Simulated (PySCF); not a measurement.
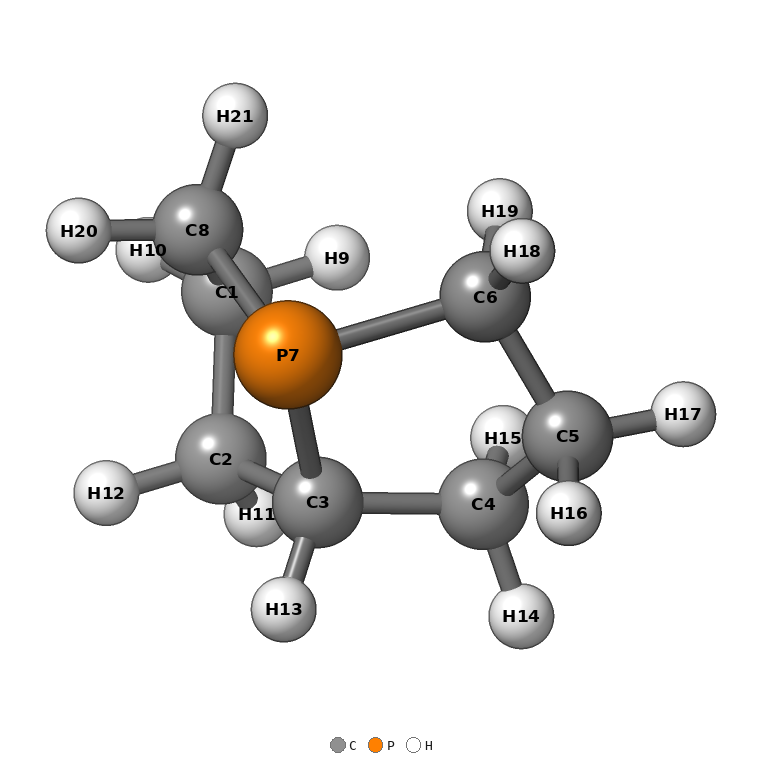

The geometry was computed by an optimisation with PBE0-D3(BJ)/def2-SVP. No frequency run is at hand to confirm it as a minimum. Method: delta-SCF UKS SCAN, pcX-2 on the ionised atom, pcseg-1 elsewhere, spin-free X2C (PySCF 2.14.0).

Give the core-electron binding energies (to vacuum; p and d levels without spin–orbit splitting) of C1 1s, C2 1s, C3 1s, C6 1s, P7 1s, P7 2p.

| atom | level | binding energy (eV) |
| --- | --- | --- |
| C1 | 1s | 290.4 |
| C2 | 1s | 290.4 |
| C3 | 1s | 290.0 |
| C6 | 1s | 290.0 |
| P7 | 1s | 2149.0 |
| P7 | 2p | 135.7 |
